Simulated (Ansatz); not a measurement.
## Electron scattering at the Σ3 (112) boundary in bcc Mo

Aim: the relaxed structure and the specific resistance of the Σ3 (112) boundary in bcc Mo.

Method: Ansatz plane-wave DFT, PBE, PAW files; relaxation of a bicrystal slab with its lowest layers held; PAW set soft_1, in the first sound run; inputs show where later runs differ, in Ansatz 0.2.0.

### Step 1. The structure

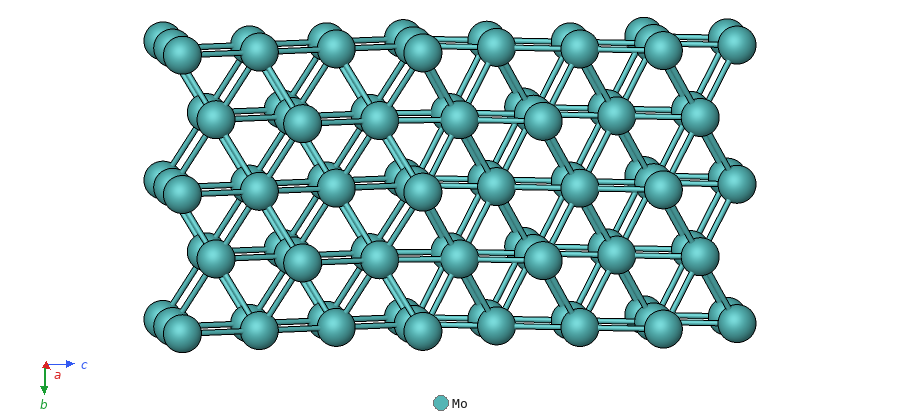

Start, viewed from the side, with the c axis across the page; molybdenum teal. 2×2×1 cells are drawn. Some periodic images of atoms are drawn too.

The cell holds 15 atoms: 15 Mo. Its edges and angles: a = 2.725 Å, b = 4.451 Å, c = 28.987 Å, α = 90.0°, β = 90.0°, γ = 90.0°. It derives from Mo. built on the (1 1 2) plane; 1 overlapping atoms removed and the grains opened by 0 Å. Vacuum lies along c.

### Step 2. Relaxing the bicrystal

The boundary is built by mirroring the lower grain in the boundary plane and removing any atoms that overlap. A thin bicrystal slab is relaxed first, with the lowest layers held and the upper grain free to shift and open.

input.yaml

```yaml
crystal:
  lattice:
    - [2.7253819457, 0.0, 0.0]
    - [0.0, 4.4505300808, 0.0]
    - [0.0, 0.0, 28.9866031814]
  atoms:
    - { symbol: Mo, position: [0.9999999999, 0.0, 0.1724934781] }
    - { symbol: Mo, position: [0.3333333333, 0.5, 0.2168159315] }
    - { symbol: Mo, position: [0.6666666666, 0.0, 0.261138385] }
    - { symbol: Mo, position: [1.0, 0.5, 0.3054608384] }
    - { symbol: Mo, position: [0.3333333333, 0.0, 0.3497832919] }
    - { symbol: Mo, position: [0.6666666667, 0.5, 0.3941057453] }
    - { symbol: Mo, position: [0.0, 0.0, 0.4384281987] }
    - { symbol: Mo, position: [0.6666666667, 0.5, 0.4827506522] }
    - { symbol: Mo, position: [0.3333333333, 0.0, 0.5270731056] }
    - { symbol: Mo, position: [1.0, 0.5, 0.5713955591] }
    - { symbol: Mo, position: [0.6666666666, 0.0, 0.6157180125] }
    - { symbol: Mo, position: [0.3333333333, 0.5, 0.660040466] }
    - { symbol: Mo, position: [0.9999999999, 0.0, 0.7043629194] }
    - { symbol: Mo, position: [0.6666666666, 0.5, 0.7486853729] }
    - { symbol: Mo, position: [0.3333333332, 0.0, 0.7930078263] }
kpoints:
  mp_grid: { grid: [9, 5, 1] }
hamiltonian:
  xc: pbe
  pseudopotentials: { kind: paw, azcp: { folder: soft_1 } }
scf:
  occupations: { method: fermi_dirac, width: 0.1 }
relax:
  f_tol: 0.03
  max_steps: 80
  constraints: [{ sites: [0, 1, 2] }]
```

Command:

```sh
$ ansatz run input.yaml --threads 8 --pin off --max-ram 15360MiB --backend cpu --events-out ev --progress --plain --runs-dir out
```

Numbers of over 12 decimals in the logs are rounded to 6 here.

The log of the run:

```text
Engine: ansatz 0.2.0, x86_64-unknown-linux-gnu
Pseudopotentials: kind: paw
Pseudopotential: Mo, paw, valence charge 14, recommended cutoff 420 eV (normal), soft_1/Mo.paw.azcp
Functional definition: PBE
  parameter kappa = 0.804
  parameter beta = 0.066725
  exchange = pbe_x(kappa = kappa, mu = beta*pi^2/3)
  correlation = pbe_c(beta = beta)
Crystal: 15 atoms, lattice volume = 351.590 Å³
Basis set: ecut = 420 eV, 6951 PW (Γ), exchange–correlation on 40×60×400 points (8 copies of the dense FFT grid, shifted against one another)
Bands: 126, of which v1, the nominal top of the filled ones, is band 105 counted from 1 (104 counted from 0)
Symmetry: 2 space group operations
Space group: Pm (ITA 6), of the structure as read, at distance tolerance 7.1e-5 Å
k-points: 15 of 45 (time reversal used)
Non-local potential: Mo, projectors of the file, l = 0: 3, l = 1: 2, l = 2: 2, l = 3: 1
PAW form: soft (Blöchl's): semilocal exchange-correlation on the pseudo side does not see the compensation charge
PAW one-centre angular grid: Mo, 590 points (default); XC on 64 Gauss nodes
Initial density: superposition of atomic densities (neutral atoms: chi_scale 0, normalization atom)
Initial wavefunctions: pseudopotential atomic-orbital guess
Functional: x = pbe(κ = 0.804, μ = 0.219515), c = pbe(β = 0.066725)
SCF iter   1: F=—  HF=-74347.633350 eV  |F-HF|=—  |Δ(HF+E_count)|=         —  Δρ=8.90e-2  dr2=1.82e2  ethr=3.10e-3  ⟨swp⟩=8.2  Hψ=8496  notcnv=0
preconditioner: auto → LDOS  [metal: Δε(μ)=0.008 eV  Ē_g=4.520 eV  σ=0.100 eV  W_gap=0.02  n_scr=78 (ndim 8)  ℏωp=18.8 eV  f_vac=0.281  D(μ)=8.92/eV (n_scr^D=48)  β→1.0]
SCF iter   2: F=—  HF=-74344.795242 eV  |F-HF|=—  |Δ(HF+E_count)|=    2.84e0  Δρ=7.76e-2  dr2=2.34e2  ethr=3.10e-3  ⟨swp⟩=7.0  Hψ=5897  notcnv=0  defer=6
SCF iter   3: F=—  HF=-74335.839023 eV  |F-HF|=—  |Δ(HF+E_count)|=    8.96e0  Δρ=1.27e-2  dr2=3.41e0  ethr=3.10e-3  ⟨swp⟩=5.8  Hψ=5605  notcnv=0  defer=2
SCF iter   4: F=—  HF=-74335.724427 eV  |F-HF|=—  |Δ(HF+E_count)|=   1.15e-1  Δρ=4.30e-3  dr2=1.18e-1  ethr=1.62e-3  ⟨swp⟩=3.4  Hψ=3304  notcnv=0
SCF iter   5: F=—  HF=-74335.701091 eV  |F-HF|=—  |Δ(HF+E_count)|=   2.33e-2  Δρ=1.69e-3  dr2=7.74e-2  ethr=5.64e-5  ⟨swp⟩=3.7  Hψ=4080  notcnv=0  defer=1
SCF iter   6: F=—  HF=-74335.701348 eV  |F-HF|=—  |Δ(HF+E_count)|=   2.57e-4  Δρ=6.12e-4  dr2=4.94e-3  ethr=3.69e-5  ⟨swp⟩=1.1  Hψ=1985  notcnv=0
SCF iter   7: F=—  HF=-74335.701194 eV  |F-HF|=—  |Δ(HF+E_count)|=   1.54e-4  Δρ=2.39e-4  dr2=9.51e-4  ethr=2.35e-6  ⟨swp⟩=2.1  Hψ=2520  notcnv=0
SCF iter   8: F=—  HF=-74335.701305 eV  |F-HF|=—  |Δ(HF+E_count)|=   1.10e-4  Δρ=1.30e-4  dr2=1.02e-4  ethr=4.53e-7  ⟨swp⟩=2.5  Hψ=2495  notcnv=0
SCF iter   9: F=—  HF=-74335.701304 eV  |F-HF|=—  |Δ(HF+E_count)|=   8.70e-7  Δρ=5.81e-5  dr2=6.28e-5  ethr=4.87e-8  ⟨swp⟩=2.2  Hψ=2818  notcnv=0
SCF iter  10: F=-74335.701300 eV  HF=-74335.701302 eV  |F-HF|=1.94e-6  |Δ(HF+E_count)|=   1.52e-6  Δρ=1.82e-5  dr2=2.66e-6  ethr=1.07e-8  ⟨swp⟩=3.5  Hψ=7038  notcnv=0
SCF 1 converged in 10 iterations: F = -74335.701300 eV  dr2 = 2.66e-6
  greatest PAW one-centre occupation: 0.999 electrons in one spin orbital (limit 2), on the Mo atom at site 10 (counted from 0), in its partial waves of l = 0
relax step   1: F+E_penalty+E_count = -74335.70130022 eV  Δ(F+E_penalty+E_count) = +0.000e0 eV  max|allowed force component| = 1.537e0 eV/Å  Δτ_max = 0.0000 Å  (10 SCF iters, dr2 threshold 2.25e-5 eV, accepted)
Initial density: handed on by an earlier stage of this run
Initial wavefunctions: those handed on with the density
iter 1 solved again at ethr=2.01e-3 eV; its pass at ethr=3.10e-3 eV (dr2=4.23e0 eV) is discarded
SCF iter   1: F=—  HF=-74336.017579 eV  |F-HF|=—  |Δ(HF+E_count)|=         —  Δρ=1.29e-2  dr2=4.33e0  ethr=2.01e-3  ⟨swp⟩=1.1  Hψ=6434  notcnv=0
preconditioner: auto → LDOS  [metal: Δε(μ)=0.011 eV  Ē_g=4.019 eV  σ=0.100 eV  W_gap=0.03  n_scr=78 (ndim 8)  ℏωp=18.8 eV  f_vac=0.288  D(μ)=11.21/eV (n_scr^D=70)  β→1.0]
SCF iter   2: F=—  HF=-74335.954164 eV  |F-HF|=—  |Δ(HF+E_count)|=   6.34e-2  Δρ=4.86e-3  dr2=2.27e-1  ethr=2.01e-3  ⟨swp⟩=3.1  Hψ=2405  notcnv=0
SCF iter   3: F=—  HF=-74335.927915 eV  |F-HF|=—  |Δ(HF+E_count)|=   2.62e-2  Δρ=2.27e-3  dr2=6.02e-2  ethr=1.08e-4  ⟨swp⟩=3.1  Hψ=4084  notcnv=0
SCF iter   4: F=—  HF=-74335.919692 eV  |F-HF|=—  |Δ(HF+E_count)|=   8.22e-3  Δρ=3.88e-4  dr2=8.70e-4  ethr=2.87e-5  ⟨swp⟩=2.1  Hψ=2713  notcnv=0
SCF iter   5: F=—  HF=-74335.919559 eV  |F-HF|=—  |Δ(HF+E_count)|=   1.33e-4  Δρ=1.12e-4  dr2=9.10e-5  ethr=4.14e-7  ⟨swp⟩=2.9  Hψ=3820  notcnv=0
SCF iter   6: F=-74335.919579 eV  HF=-74335.919591 eV  |F-HF|=1.15e-5  |Δ(HF+E_count)|=   3.12e-5  Δρ=4.45e-5  dr2=2.12e-5  ethr=4.33e-8  ⟨swp⟩=5.0  Hψ=6291  notcnv=0
SCF 2 converged in 6 iterations: F = -74335.919579 eV  dr2 = 2.12e-5
  greatest PAW one-centre occupation: 0.999 electrons in one spin orbital (limit 2), on the Mo atom at site 9 (counted from 0), in its partial waves of l = 0
relax step   2: F+E_penalty+E_count = -74335.91957915 eV  Δ(F+E_penalty+E_count) = -2.183e-1 eV  max|allowed force component| = 1.052e0 eV/Å  Δτ_max = 0.1950 Å  (6 SCF iters, dr2 threshold 1.00e-4 eV, accepted)
iter 1 solved again at ethr=1.56e-3 eV; its pass at ethr=3.10e-3 eV (dr2=3.28e0 eV) is discarded
SCF iter   1: F=—  HF=-74336.135731 eV  |F-HF|=—  |Δ(HF+E_count)|=         —  Δρ=1.66e-2  dr2=3.16e0  ethr=1.56e-3  ⟨swp⟩=1.0  Hψ=6763  notcnv=0
preconditioner: auto → LDOS  [metal: Δε(μ)=0.037 eV  Ē_g=3.981 eV  σ=0.100 eV  W_gap=0.09  n_scr=78 (ndim 8)  ℏωp=18.8 eV  f_vac=0.282  D(μ)=10.86/eV (n_scr^D=64)  β→1.0]
SCF iter   2: F=—  HF=-74336.062780 eV  |F-HF|=—  |Δ(HF+E_count)|=   7.30e-2  Δρ=7.39e-3  dr2=5.59e-1  ethr=1.50e-3  ⟨swp⟩=2.8  Hψ=3473  notcnv=0
SCF iter   3: F=—  HF=-74336.010102 eV  |F-HF|=—  |Δ(HF+E_count)|=   5.27e-2  Δρ=3.29e-3  dr2=1.16e-1  ethr=2.66e-4  ⟨swp⟩=2.5  Hψ=3681  notcnv=0
SCF iter   4: F=—  HF=-74335.998912 eV  |F-HF|=—  |Δ(HF+E_count)|=   1.12e-2  Δρ=6.25e-4  dr2=1.66e-3  ethr=5.50e-5  ⟨swp⟩=2.1  Hψ=2641  notcnv=0
SCF iter   5: F=—  HF=-74335.997875 eV  |F-HF|=—  |Δ(HF+E_count)|=   1.04e-3  Δρ=1.60e-4  dr2=2.27e-4  ethr=7.93e-7  ⟨swp⟩=3.0  Hψ=3824  notcnv=0
SCF iter   6: F=-74335.997855 eV  HF=-74335.997874 eV  |F-HF|=1.85e-5  |Δ(HF+E_count)|=   1.18e-6  Δρ=5.11e-5  dr2=2.74e-5  ethr=3.30e-8  ⟨swp⟩=3.5  Hψ=7523  notcnv=0
SCF 3 converged in 6 iterations: F = -74335.997855 eV  dr2 = 2.74e-5
  greatest PAW one-centre occupation: 0.999 electrons in one spin orbital (limit 2), on the Mo atom at site 12 (counted from 0), in its partial waves of l = 0
relax step   3: F+E_penalty+E_count = -74335.99785539 eV  Δ(F+E_penalty+E_count) = -7.828e-2 eV  max|allowed force component| = 1.701e-1 eV/Å  Δτ_max = 0.1918 Å  (6 SCF iters, dr2 threshold 6.92e-5 eV, accepted)
[...]
relax step   4: F+E_penalty+E_count = -74335.98360868 eV  Δ(F+E_penalty+E_count) = +1.425e-2 eV  max|allowed force component| = 3.305e-1 eV/Å  Δτ_max = 0.1447 Å  (7 SCF iters, dr2 threshold 1.81e-6 eV, rejected (line search))
SCF iter   1: F=—  HF=-74336.029505 eV  |F-HF|=—  |Δ(HF+E_count)|=         —  Δρ=7.36e-3  dr2=3.42e-1  ethr=2.09e-3  ⟨swp⟩=3.7  Hψ=3605  notcnv=0
preconditioner: auto → LDOS  [metal: Δε(μ)=0.013 eV  Ē_g=3.975 eV  σ=0.100 eV  W_gap=0.03  n_scr=78 (ndim 8)  ℏωp=18.8 eV  f_vac=0.282  D(μ)=11.16/eV (n_scr^D=70)  β→1.0]
SCF iter   2: F=—  HF=-74336.013977 eV  |F-HF|=—  |Δ(HF+E_count)|=   1.55e-2  Δρ=2.62e-3  dr2=4.09e-2  ethr=1.63e-4  ⟨swp⟩=2.2  Hψ=3479  notcnv=0
SCF iter   3: F=—  HF=-74336.006144 eV  |F-HF|=—  |Δ(HF+E_count)|=   7.83e-3  Δρ=1.10e-3  dr2=6.04e-3  ethr=1.95e-5  ⟨swp⟩=2.3  Hψ=3306  notcnv=0
SCF iter   4: F=—  HF=-74336.004642 eV  |F-HF|=—  |Δ(HF+E_count)|=   1.50e-3  Δρ=2.05e-4  dr2=2.02e-4  ethr=2.88e-6  ⟨swp⟩=2.9  Hψ=3596  notcnv=0
SCF iter   5: F=—  HF=-74336.004590 eV  |F-HF|=—  |Δ(HF+E_count)|=   5.26e-5  Δρ=5.07e-5  dr2=2.89e-5  ethr=9.60e-8  ⟨swp⟩=2.7  Hψ=3495  notcnv=0
SCF iter   6: F=—  HF=-74336.004342 eV  |F-HF|=—  |Δ(HF+E_count)|=   2.48e-4  Δρ=1.74e-5  dr2=2.54e-6  ethr=1.38e-8  ⟨swp⟩=2.0  Hψ=2531  notcnv=0
SCF iter   7: F=—  HF=-74336.004342 eV  |F-HF|=—  |Δ(HF+E_count)|=   2.50e-7  Δρ=6.68e-6  dr2=3.97e-7  ethr=1.21e-9  ⟨swp⟩=2.3  Hψ=2741  notcnv=0
SCF iter   8: F=-74336.004342 eV  HF=-74336.004342 eV  |F-HF|=2.29e-8  |Δ(HF+E_count)|=   2.11e-8  Δρ=2.07e-6  dr2=4.23e-8  ethr=4.76e-11  ⟨swp⟩=5.6  Hψ=7221  notcnv=0
SCF 5 converged in 8 iterations: F = -74336.004342 eV  dr2 = 4.23e-8
relax step   5: F+E_penalty+E_count = -74336.00434229 eV  Δ(F+E_penalty+E_count) = -6.487e-3 eV  max|allowed force component| = 2.363e-2 eV/Å  Δτ_max = 0.0355 Å  (8 SCF iters, accepted)
SCF converged after 8 iterations
Free energy (F): -74336.004342 eV
Harris-Foulkes:  -74336.004342 eV  (|F-HF|=2.29e-8)
Internal energy: -74335.632481 eV  (E = F + TS)
E sigma→0 (E₀):  -74335.818412 eV
Entropy (-TS):   -0.371861 eV (-24.791 meV/atom)
Fermi energy:    12.710437 eV
--- Per-component energies (eV) ---
  E_band       = -2555.496428
  E_kinetic    = 6323.028418
  E_local      = -182567.186296  (includes V_loc(G=0)·N_el)
  E_nonlocal   = 2227.553920
  E_hartree    = 88573.146362
  E_xc         = -2637.204654
  E_vxc        = -3287.121605  (∫ρ·V_xc dr)
  E_paw        = -48178.252345  (= ΣΔE_a)
  E_vpaw       = -2398.040710  (= ΣTr[D̂ρ^β])
  E_aug_tail   = 0.000729  (compensation charges beyond the density's cutoff)
  E_ewald      = 61923.281383
  E_smearing   = -0.371861  (= −TS)
  E_closure    = -0.000000  (closes the sum)
  Σ components = -74336.004342   (vs F -74336.004342, Δ=0.00e0)
--- Forces (eV/Å), atoms counted from 1 ---
  atom   1  Mo    -0.05786446     0.00000000     1.48146388
  atom   2  Mo    -0.20932585    -0.00000000    -0.91339478
  atom   3  Mo     0.28594496     0.00000000    -0.55676355
  atom   4  Mo    -0.00485468    -0.00000000     0.00246294
  atom   5  Mo     0.00501739     0.00000000     0.01059085
  atom   6  Mo    -0.00716054     0.00000000    -0.02362906
  atom   7  Mo     0.00456623    -0.00000000    -0.01287475
  atom   8  Mo    -0.00678365     0.00000000     0.02130465
  atom   9  Mo    -0.00081176     0.00000000    -0.00603298
  atom  10  Mo    -0.01639201    -0.00000000     0.01764866
  atom  11  Mo     0.00564138    -0.00000000     0.01220282
  atom  12  Mo    -0.01114117    -0.00000000    -0.00328446
  atom  13  Mo     0.00536721    -0.00000000    -0.02273795
  atom  14  Mo     0.00420053    -0.00000000    -0.00682188
  atom  15  Mo     0.00358270     0.00000000    -0.00016701
  max |Σ_I F_I| component: 3.26e-5 eV/Å
--- Relaxed structure (5 steps of the walk, 4 accepted, 0 SCFs on fresh bases) ---
  F+E_penalty+E_count = -74336.00434229 eV   max|allowed force component| = 2.363e-2 eV/Å
  atoms:
    - { symbol: Mo, position: [1.000000, 0.0, 0.1724934781] }
    - { symbol: Mo, position: [0.3333333333, 0.5, 0.2168159315] }
    - { symbol: Mo, position: [0.6666666666, 0.0, 0.261138385] }
    - { symbol: Mo, position: [0.993162, 0.5, 0.305105] }
    - { symbol: Mo, position: [0.331413, 0, 0.350799] }
    - { symbol: Mo, position: [0.656099, 0.5, 0.393838] }
    - { symbol: Mo, position: [0.00242163, 0, 0.441030] }
    - { symbol: Mo, position: [0.654918, 0.5, 0.488819] }
    - { symbol: Mo, position: [0.331900, 0, 0.531877] }
    - { symbol: Mo, position: [0.986032, 0.5, 0.576905] }
    - { symbol: Mo, position: [0.661945, 0, 0.620575] }
    - { symbol: Mo, position: [0.332096, 0.5, 0.666747] }
    - { symbol: Mo, position: [1.006885, 0, 0.711257] }
    - { symbol: Mo, position: [0.648159, 0.5, 0.756300] }
    - { symbol: Mo, position: [0.312082, 0, 0.793776] }
```

It took 69 s on 8 threads of Intel Xeon at 2.50GHz (Skylake/Cascade Lake), shared host; peak memory 1.9 GiB; 7.9 min of CPU time.

The steps of the relaxation:

```csv
step,energy less that of the first step (eV),largest force component (eV/Å)
1,0.0000,1.5368
2,-0.2183,1.0524
3,-0.2966,0.1701
4,-0.2823,0.3305
5,-0.3030,0.0236
```

Relaxation step 4 was tried and not accepted.

Forces are held to the 2 operations that the run works with; a distortion that breaks them can't arise in this run.

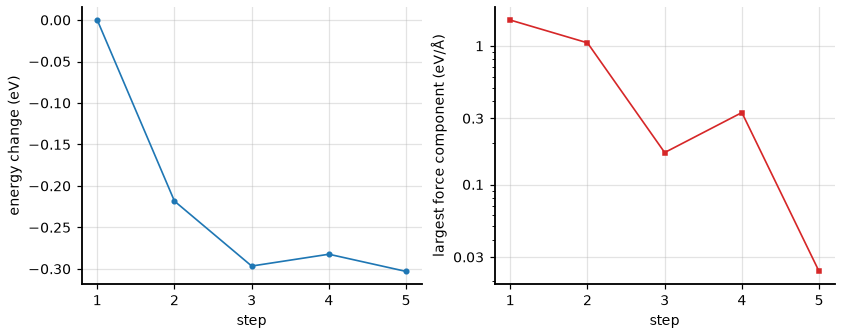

Energy and largest force along the relaxation.

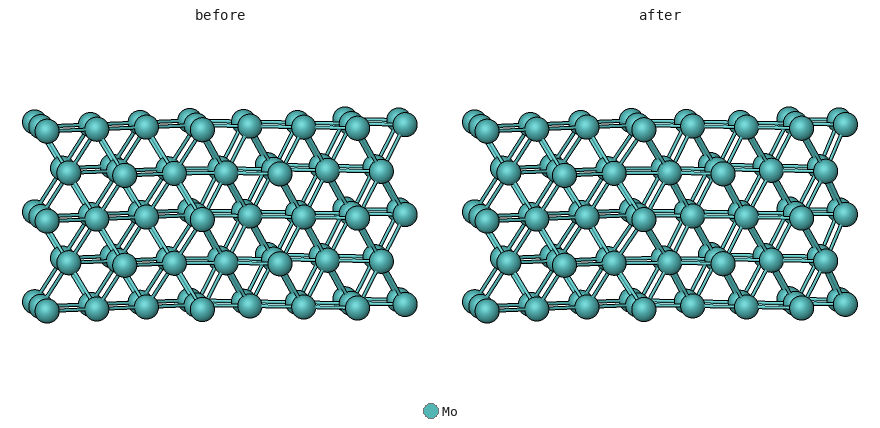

The structure before and after the relaxation, drawn at the same scale.

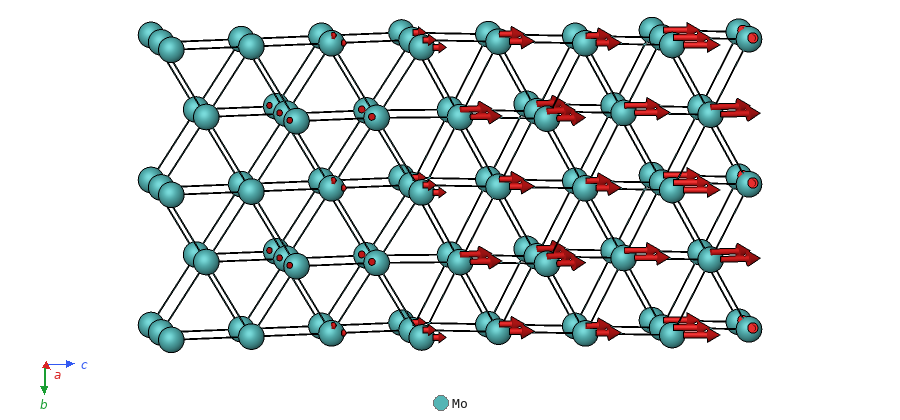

Displacements in the relaxation, exaggerated; the longest in the cell stands for 0.23 Å. 2×2×1 cells are drawn. Some periodic images of atoms are drawn too.

The atoms that moved most (Å):

```
atom      dx     dy     dz  length
Mo14  -0.050  0.000  0.221   0.226
Mo13   0.019  0.000  0.200   0.201
Mo12  -0.003  0.000  0.194   0.194
 Mo8  -0.032  0.000  0.176   0.179
Mo10  -0.038  0.000  0.160   0.164
Mo11  -0.013  0.000  0.141   0.141
 Mo9  -0.004  0.000  0.139   0.139
 Mo7   0.007  0.000  0.075   0.076
```

Numbers from this step:

| Item | Value |
| --- | --- |
| free energy | -74336.0043 eV |
| energy at zero smearing | -74335.8184 eV |
| Fermi energy | 12.71 eV |

The largest force component on a free atom ends at 0.024 eV/Å, under the tolerance of 0.03, after 5 steps.

(Continued in part 2 of 3.)

[Logs are printed without paths, hosts, clocks, repeated set-up lines and the standing remarks that a program may print on its own settings, such as how far it seeks lower states.]

[Hosts, paths, dates, database ids (printed as entryN), source tags and the programs' standing remarks are cut or masked in the printed files.]
